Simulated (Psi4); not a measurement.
# MP2/def2-SVPD run of GeH2O2 (SMILES [OH][Ge][OH])

What is the energy change on altering one bond length of GeH2O2 at MP2/def2-SVPD? 

The calculation is run with Psi4 1.11.

1 further run of the same task is left out (set aside as unsound or not needed).

### Step 1. Starting point

The species is GeH2O2 (5 atoms), meant as a singlet with charge 0. SMILES: `[OH][Ge][OH]`. The coordinates come from a PBE0-D4/def2-TZVP relaxation. This is one conformer, not always the lowest.

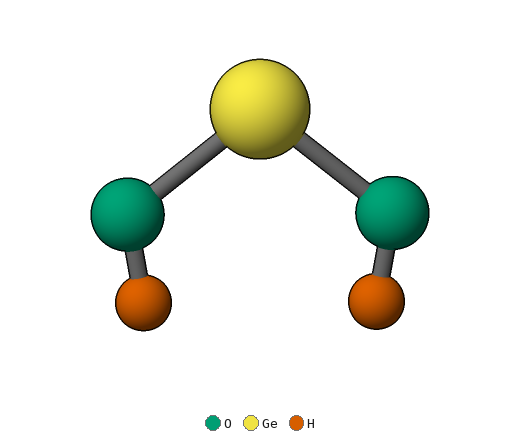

Viewed from a chosen angle; oxygen teal, germanium yellow, hydrogen orange.

### Step 2. A single-point energy at MP2/def2-SVPD

calc.py

```python
import psi4

psi4.set_memory('1600 MB')
psi4.set_num_threads(1)
psi4.set_output_file('geh2o2.out', False)

mol = psi4.geometry("""
0 1
O
Ge 1 1.789818
O 2 1.789862 1 102.36801
H 1 0.961324 2 118.76235 3 0.08568
H 3 0.961335 2 118.76472 1 -0.08234
units angstrom
symmetry c1
no_reorient
no_com
""")

psi4.set_options({
    'basis': 'def2-SVPD',
    'reference': 'rhf',
    'puream': True,
    'e_convergence': 1e-09,
    'd_convergence': 1e-08,
    'scf_type': 'pk',
    'num_frozen_docc': 11,
    'mp2_type': 'conv',
})

e_tot, wfn = psi4.energy('mp2', return_wfn=True)
print(f'total energy {e_tot:.8f} hartree = {e_tot * 27.211386:.5f} eV')
```

On the command line:

```bash
python calc.py
```

geh2o2.out:

```text
[...]
  Running in c1 symmetry.
[...]
  Nuclear repulsion =  189.662088137961092
[...]
  Multiplicity = 1
[...]
  Nalpha       = 25
  Nbeta        = 25
[...]
    Number of basis functions: 100
[...]
   @RHF iter   1: -2224.99653762988237   -3.97753e+00   2.06688e-02 ADIIS/DIIS
[...]
   @RHF iter  11: -2225.93420523309987   -5.91172e-12   7.36598e-09 DIIS
[...]
    Orbital Energies [Eh]
    ---------------------
    Doubly Occupied:
       1A   -405.231224     2A    -52.154550     3A    -46.255815
       4A    -46.254456     5A    -46.253814     6A    -20.566258
       7A    -20.566230     8A     -7.213363     9A     -5.191351
      10A     -5.188175    11A     -5.184482    12A     -1.668390
      13A     -1.666833    14A     -1.664774    15A     -1.659966
      16A     -1.655612    17A     -1.320500    18A     -1.291272
      19A     -0.746016    20A     -0.687208    21A     -0.599821
      22A     -0.532262    23A     -0.506498    24A     -0.499466
      25A     -0.385899
[...]
  @RHF Final Energy: -2225.93420523309987
   => Energetics <=
    Nuclear Repulsion Energy =            189.6620881379610921
    One-Electron Energy =               -3481.3041139314968859
    Two-Electron Energy =                1065.7078205604357208
    Total Energy =                      -2225.9342052330998740
[...]
 Multipole Moments:
 ------------------------------------------------------------------------------------
     Multipole            Electronic (a.u.)      Nuclear  (a.u.)        Total (a.u.)
 ------------------------------------------------------------------------------------
 L = 1.  Multiply by 2.5417464519 to convert [e a0] to [Debye]
 Dipole X            :          0.0007630           -0.0024896           -0.0017266
 Dipole Y            :          4.7201866           -5.1962813           -0.4760946
 Dipole Z            :          3.7970664           -4.1801649           -0.3830984
 Magnitude           :                                                    0.6110921
[...]
	SCS-MP2 Total Energy (a.u.)        : -2226.52447468325317
	SOS-MP2 Total Energy (a.u.)        : -2226.46530401193831
	SCSN-MP2 Total Energy (a.u.)       : -2226.24662637764277
[...]
	SOS-PI-MP2 Total Energy (a.u.)     : -2226.55382047507828
[...]
	MP2 Total Energy (a.u.)            : -2226.55429956274384
[...]
```

On the terminal:

```text
total energy -2226.55429956 hartree = -60587.62850 eV
```

Run time: 14 s. Hardware: 1 thread of AMD EPYC, shared host; peak memory 0.6 GiB.

### Step 3. The distorted shape

calc.dat

```
memory 1.6 GB

molecule molecule1 {
  0 1
  O     -2.55806934    -0.37378972    -0.51534721
  Ge    -0.62185596    -1.87857863     1.81411818
  O      2.39849331    -0.45467000     1.27535726
  H     -1.80198992     0.85509918    -1.61913624
  H      2.58212178     0.96980745    -0.24169597
  units au
  symmetry c1
  no_reorient
  no_com
}

set {
  basis def2-SVPD
  puream true
  e_convergence 1e-09
  d_convergence 1e-08
  scf_type pk
  num_frozen_docc 11
  mp2_type conv
}

energy('mp2')
print_variables()
```

On the command line:

```bash
psi4 -i calc.dat -o calc.out -n 1
```

calc.out:

```text
[...]
  Running in c1 symmetry.
[...]
  Nuclear repulsion =  188.763799915602988
[...]
  Multiplicity = 1
[...]
  Nalpha       = 25
  Nbeta        = 25
[...]
    Number of basis functions: 100
[...]
   @RHF iter   1: -2224.95799927398366   -4.04134e+00   2.07197e-02 DIIS/ADIIS
[...]
   @RHF iter  13: -2225.91419682805326   -4.09273e-12   2.28376e-09 DIIS
[...]
    Orbital Energies [Eh]
    ---------------------
    Doubly Occupied:
       1A   -405.230156     2A    -52.153500     3A    -46.254770
       4A    -46.253396     5A    -46.252774     6A    -20.576922
       7A    -20.564994     8A     -7.212301     9A     -5.190300
      10A     -5.187130    11A     -5.183429    12A     -1.667296
      13A     -1.665698    14A     -1.663722    15A     -1.658923
      16A     -1.654561    17A     -1.311054    18A     -1.268409
      19A     -0.732995    20A     -0.661435    21A     -0.593446
      22A     -0.529474    23A     -0.502644    24A     -0.496287
      25A     -0.384275
[...]
  @RHF Final Energy: -2225.91419682805326
   => Energetics <=
    Nuclear Repulsion Energy =            188.7637999156029878
    One-Electron Energy =               -3479.6562106663095619
    Two-Electron Energy =                1064.9782139226529125
    Total Energy =                      -2225.9141968280537185
[...]
 Multipole Moments:
 ------------------------------------------------------------------------------------
     Multipole            Electronic (a.u.)      Nuclear  (a.u.)        Total (a.u.)
 ------------------------------------------------------------------------------------
 L = 1.  Multiply by 2.5417464519 to convert [e a0] to [Debye]
 Dipole X            :         20.5620362          -20.3958671            0.1661691
 Dipole Y            :         65.3705270          -64.9172873            0.4532397
 Dipole Z            :        -62.7182165           62.2710299           -0.4471865
 Magnitude           :                                                    0.6580381
[...]
	SCS-MP2 Total Energy (a.u.)        : -2226.51129964740039
	SOS-MP2 Total Energy (a.u.)        : -2226.45152102897509
	SCSN-MP2 Total Energy (a.u.)       : -2226.22982793333676
[...]
	SOS-PI-MP2 Total Energy (a.u.)     : -2226.54107506246191
[...]
	MP2 Total Energy (a.u.)            : -2226.54130285076280
[...]
```

It took 17 s on 1 thread of AMD EPYC, shared host; peak memory 0.6 GiB.

### Step 4. Results

At MP2/def2-SVPD, 11 core orbitals frozen:

```
                                                         quantity           value
                                        first shape: total energy  -2226.55430 Eh
                 first shape: HOMO energy (Hartree–Fock orbitals)       -10.50 eV
                 first shape: LUMO energy (Hartree–Fock orbitals)         1.38 eV
               first shape: HOMO–LUMO gap (Hartree–Fock orbitals)        11.88 eV
        first shape: correlation energy (11 core orbitals frozen)      -620.1 mEh
                                    distorted shape: total energy  -2226.54130 Eh
             distorted shape: HOMO energy (Hartree–Fock orbitals)       -10.46 eV
             distorted shape: LUMO energy (Hartree–Fock orbitals)         1.41 eV
           distorted shape: HOMO–LUMO gap (Hartree–Fock orbitals)        11.87 eV
    distorted shape: correlation energy (11 core orbitals frozen)      -627.1 mEh
energy change with the O3–H5 bond stretched from 0.961 to 1.105 Å        0.354 eV
```

What this shows: With the O3–H5 bond stretched from 0.961 to 1.105 Å the energy rises by 0.35 eV (8.2 kcal/mol). The first shape isn't relaxed at this level, so the change isn't measured from a minimum.
